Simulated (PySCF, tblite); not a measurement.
# C₂H₉OSi₄ radical: geometry, infrared bands and EPR parameters

Aim: predict the infrared bands and EPR parameters of C₂H₉OSi₄ radical (`C=C[Si]1(O)[SiH2][SiH][SiH2]1`).

The runs use tblite 0.8.0 and PySCF 2.14.0, with density-fitted response routines of our own; the level of theory stands in each step. All values are computed, except where a source is named. Atoms count from 0, in the outputs and in this text.

## (1) The starting structure

16 atoms, charge 0, multiplicity 2; geometry from: force field or distance geometry start.

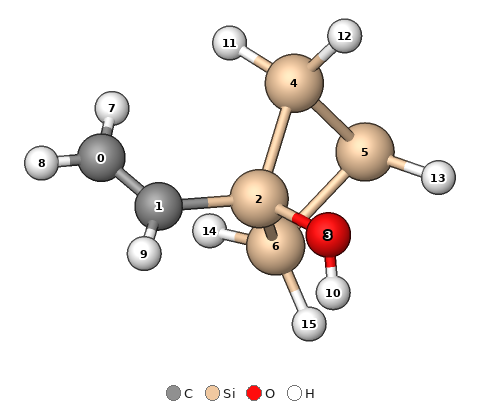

As it starts; carbon grey, silicon light orange, oxygen red, hydrogen white, atoms numbered.

## (2) Optimising the geometry with GFN2-xTB

Job settings and geometry (Å):

```
{"job": {"kind": "relax", "xc": "GFN2-xTB", "basis": "xTB"}, "charge": 0, "multiplicity": 2}
C      1.840500    -0.716100     1.756700
C      1.403600    -1.213400     0.593200
Si     0.279100    -0.338600    -0.534200
O      0.452800    -0.769700    -2.208100
Si     0.115200     1.873500    -0.243800
Si    -2.076200     1.636500    -0.713000
Si    -1.866800    -0.419800     0.142000
H      1.526200     0.290800     2.113400
H      2.509300    -1.251200     2.420700
H      1.740100    -2.204900     0.307900
H     -0.080500    -1.595400    -2.392600
H      0.343800     2.263700     1.124000
H      0.797700     2.677700    -1.265000
H     -2.248700     1.519800    -2.170400
H     -2.037400    -0.348100     1.597100
H     -2.706500    -1.395900    -0.539500
```

On the command line:

```console
$ OMP_NUM_THREADS=1 python probes_run.py task.json out
```

The driver reads the jobs from task.json and runs them one after another.

Log:

```text
step      E/eV     max force
  0    -536.12668    2.460
  1    -536.46006    1.174
  2    -536.56217    0.999
  3    -536.62696    1.244
  4    -536.75066    0.898
  5    -536.81591    0.628
  6    -536.85773    0.628
  7    -536.91055    0.566
  8    -536.95023    0.601
  9    -536.97299    0.394
 10    -536.98715    0.410
 11    -537.00157    0.360
 12    -537.01602    0.311
 13    -537.02467    0.217
 14    -537.02926    0.167
 15    -537.03282    0.155
 16    -537.03686    0.160
 17    -537.04264    0.184
 18    -537.04949    0.203
 19    -537.05556    0.179
 20    -537.06001    0.169
 21    -537.06406    0.202
 22    -537.06924    0.208
 23    -537.07696    0.271
 24    -537.08651    0.279
 25    -537.09626    0.275
 26    -537.10548    0.236
 27    -537.11331    0.232
 28    -537.12042    0.220
 29    -537.12608    0.154
 30    -537.12870    0.235
 31    -537.13035    0.202
 32    -537.13257    0.108
 33    -537.13498    0.092
 34    -537.13732    0.095
 35    -537.13978    0.137
 36    -537.14250    0.145
 37    -537.14537    0.139
 38    -537.15000    0.175
 39    -537.15505    0.166
 40    -537.15875    0.151
 41    -537.16148    0.121
 42    -537.16387    0.097
 43    -537.16611    0.097
 44    -537.16806    0.112
 45    -537.16984    0.120
 46    -537.17187    0.129
 47    -537.17438    0.133
 48    -537.17635    0.110
 49    -537.17843    0.220
 50    -537.17975    0.139
 51    -537.18151    0.093
 52    -537.18251    0.107
 53    -537.18458    0.144
 54    -537.18586    0.107
 55    -537.18697    0.066
 56    -537.18788    0.077
 57    -537.18884    0.087
 58    -537.18973    0.078
 59    -537.19070    0.089
 60    -537.19179    0.094
 61    -537.19291    0.113
 62    -537.19396    0.098
 63    -537.19508    0.093
 64    -537.19655    0.124
 65    -537.19849    0.128
 66    -537.20059    0.122
 67    -537.20240    0.100
 68    -537.20359    0.109
 69    -537.20470    0.098
 70    -537.20584    0.106
 71    -537.20788    0.096
 72    -537.20909    0.103
 73    -537.21156    0.129
 74    -537.21428    0.149
 75    -537.21686    0.135
 76    -537.21845    0.084
 77    -537.21954    0.079
 78    -537.22049    0.094
 79    -537.22150    0.090
 80    -537.22284    0.086
 81    -537.22373    0.084
 82    -537.22513    0.079
 83    -537.22638    0.075
 84    -537.22737    0.064
 85    -537.22793    0.062
 86    -537.22842    0.062
 87    -537.22894    0.081
 88    -537.22950    0.073
 89    -537.23000    0.052
 90    -537.23042    0.065
 91    -537.23085    0.070
 92    -537.23129    0.057
 93    -537.23161    0.042
 94    -537.23182    0.048
 95    -537.23202    0.047
 96    -537.23238    0.056
 97    -537.23279    0.053
 98    -537.23318    0.043
 99    -537.23346    0.041
100    -537.23366    0.040
101    -537.23386    0.038
102    -537.23403    0.030
103    -537.23416    0.030
104    -537.23429    0.033
105    -537.23449    0.041
106    -537.23480    0.058
107    -537.23518    0.042
108    -537.23554    0.045
109    -537.23580    0.035
110    -537.23599    0.040
111    -537.23614    0.026
112    -537.23628    0.030
113    -537.23640    0.028
114    -537.23653    0.030
115    -537.23667    0.023
116    -537.23678    0.025
117    -537.23689    0.024
118    -537.23700    0.032
119    -537.23712    0.025
120    -537.23718    0.011
121    -537.23721    0.010
122    -537.23722    0.010
```

Wall time 1.1 s (1 thread of Arm Neoverse V2, shared host).

Step by step: (not every step is listed)

| step | energy from step 0 (eV) | largest force (eV/Å) |
| --- | --- | --- |
| 0 | 0.0000 | 2.4602 |
| 1 | -0.3334 | 1.1741 |
| 2 | -0.4355 | 0.9985 |
| 3 | -0.5003 | 1.2443 |
| 4 | -0.6240 | 0.8977 |
| 5 | -0.6892 | 0.6279 |
| 6 | -0.7310 | 0.6281 |
| 7 | -0.7839 | 0.5660 |
| 8 | -0.8236 | 0.6009 |
| 18 | -0.9228 | 0.2027 |
| 28 | -0.9937 | 0.2197 |
| 38 | -1.0233 | 0.1749 |
| 48 | -1.0497 | 0.1097 |
| 58 | -1.0631 | 0.0779 |
| 68 | -1.0769 | 0.1087 |
| 78 | -1.0938 | 0.0936 |
| 88 | -1.1028 | 0.0732 |
| 98 | -1.1065 | 0.0434 |
| 108 | -1.1089 | 0.0451 |
| 117 | -1.1102 | 0.0239 |
| 118 | -1.1103 | 0.0317 |
| 119 | -1.1104 | 0.0254 |
| 120 | -1.1105 | 0.0111 |
| 121 | -1.1105 | 0.0099 |
| 122 | -1.1105 | 0.0097 |

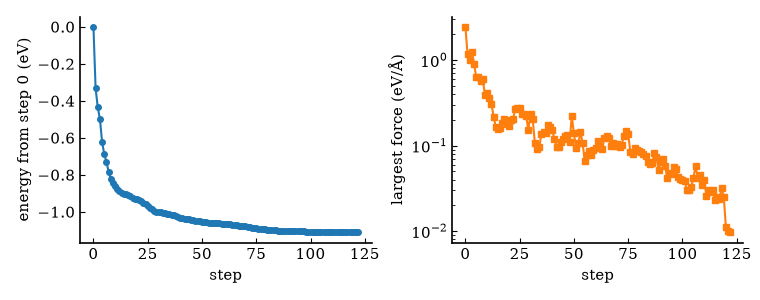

Energy and force, step by step.

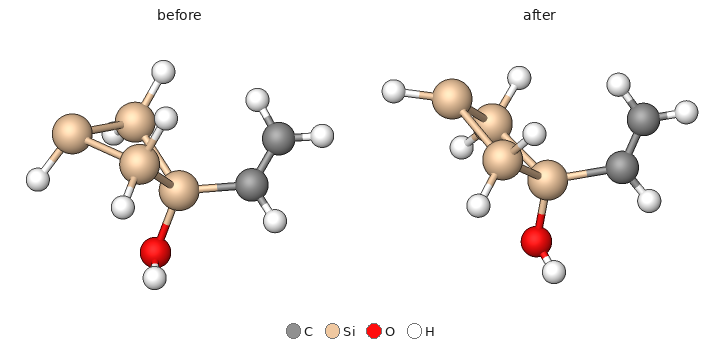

Before and after, at one scale.

Close pairs (by a distance rule), those that changed most:

| bond | before (Å) | after (Å) | change (Å) |
| --- | --- | --- | --- |
| Si2–Si4 | 2.237 | 2.345 | +0.107 |
| Si2–Si6 | 2.251 | 2.355 | +0.104 |
| Si5–Si6 | 2.237 | 2.339 | +0.102 |
| Si2–O3 | 1.737 | 1.647 | -0.090 |
| Si4–Si5 | 2.254 | 2.341 | +0.088 |
| C1–Si2 | 1.817 | 1.881 | +0.065 |
| O3–H10 | 1.000 | 0.953 | -0.047 |
| Si4–H11 | 1.441 | 1.476 | +0.035 |

The next job starts from the end point, and lists it.

## (3) Vibrational analysis with GFN2-xTB

Job settings and geometry (Å):

```
{"job": {"kind": "ir", "xc": "GFN2-xTB", "basis": "xTB"}, "charge": 0, "multiplicity": 2}
C      1.561448    -0.762301     1.956354
C      1.492546    -1.167640     0.697301
Si     0.328494    -0.405382    -0.569030
O      0.698608    -0.989015    -2.063934
Si     0.248869     1.928193    -0.781423
Si    -1.986360     1.772891    -0.102462
Si    -1.962248    -0.564832    -0.044948
H      0.943240     0.044981     2.317321
H      2.228408    -1.203711     2.681376
H      2.141221    -1.980371     0.384923
H      0.775410    -1.922536    -2.239981
H      1.066805     2.688921     0.182883
H      0.644823     2.525829    -2.067009
H     -3.092763     2.554821    -0.692823
H     -2.309948    -1.116038     1.276825
H     -2.786149    -1.394865    -0.946783
```

Log:

```text
mode    cm-1     km/mol
  1      43.3      0.08
  2      46.4      0.07
  3      99.1      0.40
  4     107.8      2.67
  5     156.5      4.26
  6     166.3      2.14
  7     215.6     32.36
  8     243.0     58.31
  9     247.8     30.27
 10     315.8      2.01
 11     320.5     15.03
 12     353.8     27.71
 13     363.7     16.08
 14     375.1     23.90
 15     375.8     13.68
 16     396.3      3.75
 17     426.4      9.54
 18     432.9      4.11
 19     447.1      3.89
 20     508.3    137.65
 21     543.8     28.95
 22     609.0    490.95
 23     704.2     34.66
 24     772.0    224.50
 25     835.5     83.16
 26     841.8    560.35
 27     856.8     33.58
 28     902.6      9.69
 29    1002.2      1.93
 30    1020.4     12.51
 31    1270.5      9.25
 32    1423.6      3.04
 33    1653.8     10.09
 34    2076.2    361.86
 35    2093.1    303.51
 36    2108.4    518.70
 37    2133.2    282.43
 38    2144.6    259.86
 39    2998.5     57.66
 40    3070.1     38.56
 41    3089.7     78.03
 42    3656.4      3.05
```

Wall time 0.72 s (1 thread of Arm Neoverse V2, shared host).

Which atoms move in the most intense modes:

| cm⁻¹ | km/mol | atoms |
| --- | --- | --- |
| 609 | 490.9 | H11 31 %, H14 23 %, H12 16 %, H15 14 % |
| 772 | 224.5 | H10 64 %, O3 17 %, Si2 11 % |
| 842 | 560.4 | H11 27 %, H12 25 %, H14 22 %, H15 21 % |
| 2076 | 361.9 | H13 93 % |
| 2093 | 303.5 | H15 85 % |
| 2108 | 518.7 | H11 79 %, H12 12 % |
| 2133 | 282.4 | H14 87 % |
| 2145 | 259.9 | H12 84 %, H11 14 % |

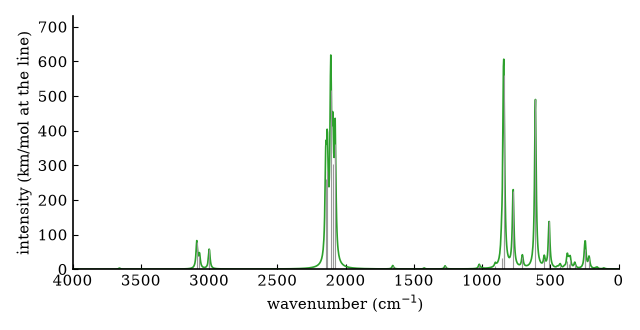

The infrared spectrum from these modes, unscaled. Lines are broadened to a width of 14 cm⁻¹ (Lorentzian).

## (4) g tensor and hyperfine couplings: B3LYP/pcH-1

The job, as its differences from that of step 3:

```diff
@@ -1,2 +1,2 @@
-{"job": {"kind": "ir", "xc": "GFN2-xTB", "basis": "xTB"}, "charge": 0, "multiplicity": 2}
+{"job": {"kind": "epr", "basis": "pcH-1"}, "charge": 0, "multiplicity": 2}
 C      1.561448    -0.762301     1.956354
```

With the program's defaults for keys left out, this is: UKS B3LYP, pcH-1 on C H O Si, non-relativistic, mean-field spin-orbit, GIAO.

Log:

```text
UKS, coarse grid
  cycle   1  E = -1314.71707522  |g| = 6.16e-01
  cycle   2  E = -1314.45578393  |g| = 1.02e+00
  cycle   3  E = -1314.84700853  |g| = 1.16e-01
  cycle   4  E = -1314.85192829  |g| = 4.77e-02
  cycle   5  E = -1314.85309994  |g| = 8.51e-03
  cycle   6  E = -1314.85314494  |g| = 2.39e-03
  cycle   7  E = -1314.85314785  |g| = 8.44e-04
UKS, final grid
  cycle   1  E = -1314.85314750  |g| = 8.51e-04
  cycle   2  E = -1314.85314725  |g| = 1.15e-03
  cycle   3  E = -1314.85314798  |g| = 2.19e-04
  cycle   4  E = -1314.85314801  |g| = 5.22e-05
  cycle   5  E = -1314.85314801  |g| = 4.17e-05
  cycle   6  E = -1314.85314801  |g| = 9.19e-06
E = -1314.85314801 Eh   <S^2> = 0.7535 (exact 0.7500)
g shifts (ppm)      1          2          3
  rmc          -115       -115       -115
  gc             -5         32         34
  oz_so         188       3341       5183
  total          67       3258       5102
hyperfine (MHz)  atom isotope    a_iso     a_fc   dipolar eigenvalues
    0   13C      -0.53      -0.53     -0.59      0.14      0.46
    1   13C      10.92      10.92     -1.14     -0.93      2.07
    2  29Si     -18.70     -18.69     -3.07      1.00      2.07
    3   17O       1.90       1.89     -0.21     -0.15      0.37
    4  29Si       0.87       0.89     -5.01      1.48      3.53
    5  29Si    -263.68    -264.52   -165.11     81.99     83.12
    6  29Si       0.35       0.37     -5.04      1.43      3.62
    7    1H       0.10       0.10     -1.28     -0.97      2.25
    8    1H       0.22       0.22     -0.50     -0.27      0.77
    9    1H       2.44       2.44     -0.81     -0.48      1.30
   10    1H      -0.53      -0.53     -0.58     -0.39      0.97
   11    1H      32.88      32.88     -2.27     -1.15      3.42
   12    1H      50.09      50.09     -1.94     -0.60      2.54
   13    1H     -12.57     -12.61     -9.77      2.38      7.39
   14    1H      30.03      30.03     -2.24     -1.15      3.39
   15    1H      49.83      49.83     -1.95     -0.60      2.56
```

It took 2.4 min on 1 thread of Arm Neoverse V2, shared host; peak memory 1.1 GiB.

Principal g values 2.00239, 2.00558, 2.00742; g(iso) = 2.00513, against 2.00232 for a free electron.

Hyperfine couplings; where a row names several nuclei, a(iso) is their mean (it holds for fast rotation or exchange) and the dipolar term the largest among them:

| nuclei | isotope | a(iso) (MHz) | a(iso) (G, at g = 2.0023) | largest dipolar term (MHz) |
| --- | --- | --- | --- | --- |
| Si5 | 29Si | -263.7 | -94.1 | -165.1 |
| H12, H15 | 1H | 50.0 | 17.8 | 2.6 |
| H11, H14 | 1H | 31.5 | 11.2 | 3.4 |
| Si2 | 29Si | -18.7 | -6.7 | -3.1 |
| H13 | 1H | -12.6 | -4.5 | -9.8 |
| C1 | 13C | 10.9 | 3.9 | 2.1 |
| H9 | 1H | 2.4 | 0.9 | 1.3 |
| O3 | 17O | 1.9 | 0.7 | 0.4 |
| Si4, Si6 | 29Si | 0.6 | 0.2 | -5.0 |
| C0 | 13C | -0.5 | -0.2 | -0.6 |
| H10 | 1H | -0.5 | -0.2 | 1.0 |
| H8 | 1H | 0.2 | 0.1 | 0.8 |
| H7 | 1H | 0.1 | 0.0 | 2.2 |

Mulliken spin populations:

C0 0.00; C1 0.01; Si2 0.01; O3 0.00; Si4 -0.01; Si5 0.94; Si6 -0.01; H7 0.00; H8 0.00; H9 0.00; H10 0.00; H11 0.01; H12 0.03; H13 -0.02; H14 0.01; H15 0.03

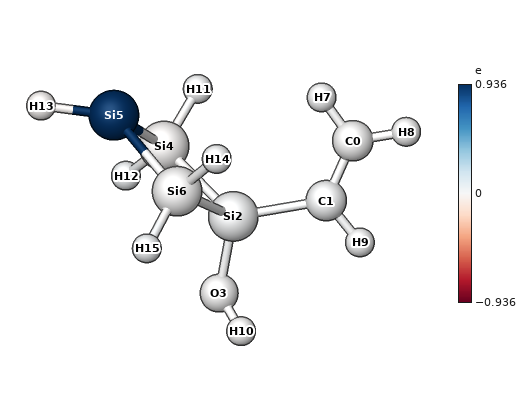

Mulliken spin populations, as colours on the atoms.

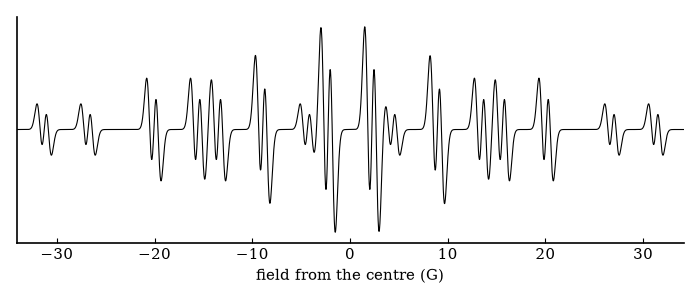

First-order isotropic spectrum (first derivative, main isotopes with spin only, couplings over 0.8 MHz, Gaussian width 0.3 G; couplings of the frozen geometry, rotation of groups not averaged beyond the rows shown).

Orbitals, density, ELF and potential are computed afterwards from the orbital file.

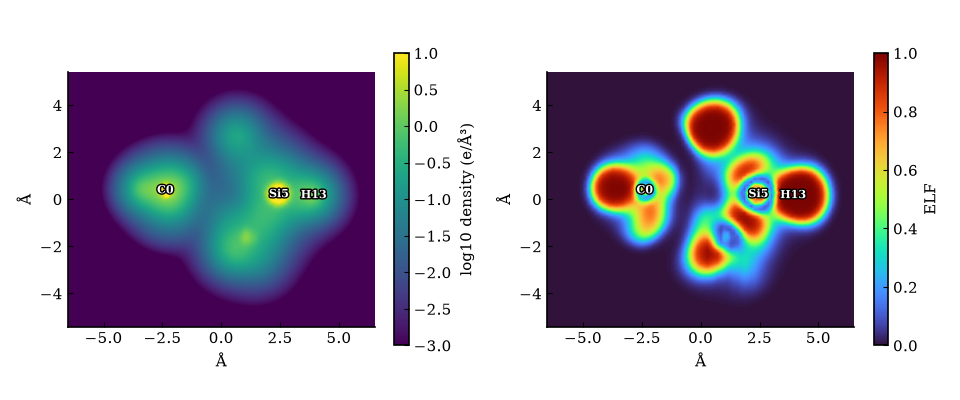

Density (left) and ELF (right) in a plane through or near 3 of the atoms.

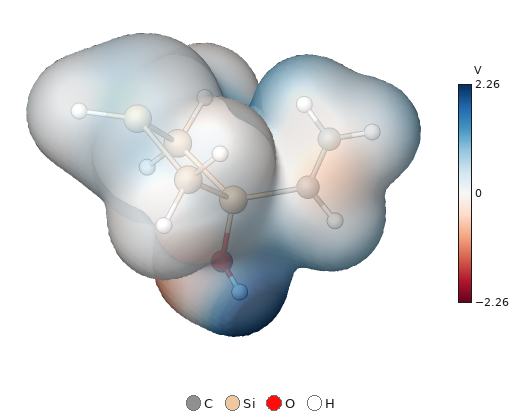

Electrostatic potential on the surface of density 0.002 e/bohr³; red is low, blue high. It runs from -1.18 V near O3 to 2.26 V near H10.

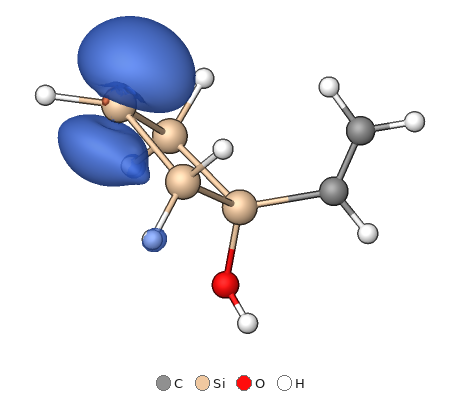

Spin density at ±0.03 e/Å³ (alpha excess blue, beta excess red).

## (5) Summary of results

```
                                                                  quantity                    value
                                 strongest single infrared mode (GFN2-xTB)     842 cm⁻¹, 560 km/mol
                                              zero-point energy (GFN2-xTB)            59.3 kcal/mol
                                                            g(iso) (B3LYP)                  2.00513
                                                                      ⟨S²⟩       0.753 (exact 0.75)
                                        largest a(iso) (averaged by class)  29Si on Si5, -263.7 MHz
potential on the surface of density 0.002 e/bohr³, 1st and 99th percentile       -1.18 V and 2.26 V
```

Over 122 steps the energy fell by 1.111 eV; of the close pairs, Si2–Si4 changed most, 2.237 to 2.345 Å. No mode is imaginary among the 42: a minimum at this level. The strongest single mode, at 842 cm⁻¹, is spread over several atoms, H11, H12, H14, H15 among them. Unscaled tight-binding wavenumbers are off by several per cent, some by more. Its intensities can rank the bands wrongly. Si5 carries the largest spin population, 0.94 e. The isotropic g lies 2.8 ppt above the free-electron value. These values are for one conformer; the search (at its own cheap level) found 2 more, at 0.27, 0.33 kcal/mol, and measured spectra average over such forms.
